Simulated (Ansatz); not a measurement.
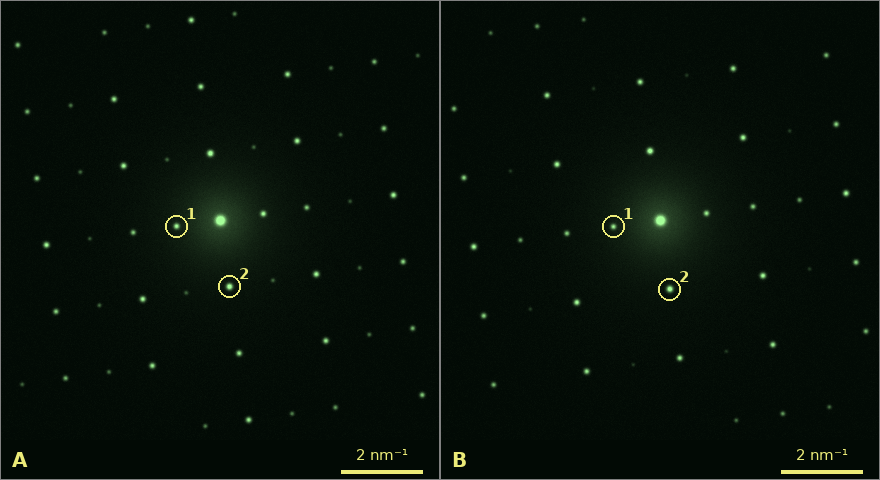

Kinematic electron diffraction patterns (300 kV, B = 0.5 Å², same scale) along [110] of the run's own cell, for the start and the end of one relaxation of Na3I2 with DFT PBE, scalar-relativistic, plane waves, PAW in Ansatz 0.2.0. k mesh 6×6×6. The start is a generated model structure, and the relaxation ends in the nearest stationary point of its symmetry, not necessarily the ground state. Spot 1 is 0 0 -1 and spot 2 is -1 1 0 in both.

Start structure:

```
Na I
1.0
     6.69201    0.00000    0.00000
    -3.34600    5.79545    0.00000
     0.00000    0.00000    8.59550
Na I
3 2
Direct
  0.68655 0.68655 0.00000
  0.31345 0.00000 0.00000
  0.00000 0.31345 0.00000
  0.00000 0.00000 0.25261
  0.00000 0.00000 0.74739
```

Q: Which pattern belongs to the start structure, and which to the relaxed one?

A: B is the start: its cell gives d(1) = 8.595 Å, d(2) = 5.795 Å and an angle of 90.0°. A is the relaxed structure, with d(1) = 9.220 Å (+7.3 %), d(2) = 6.003 Å (+3.6 %) and 90.0°.

Q: Name reflections whose intensity changes strongly on relaxation.

A: 1 -1 -1 comes into sight; 0 0 3 goes from 9.3 to 0.97 % of the strongest spot.

Q: What did the relaxation do to the structure and the energy?

A: The volume changed by +15.1 % to 76.74 Å³ an atom; with the mean shift removed, the atoms moved by up to 0.15 Å relative to the cell (I most); the space group stayed P-62m (No. 189); the free energy fell by 5.3 meV an atom. Relaxed cell: a = 6.932 Å, b = 6.932 Å, c = 9.220 Å, α = 90.00°, β = 90.00°, γ = 120.00°.
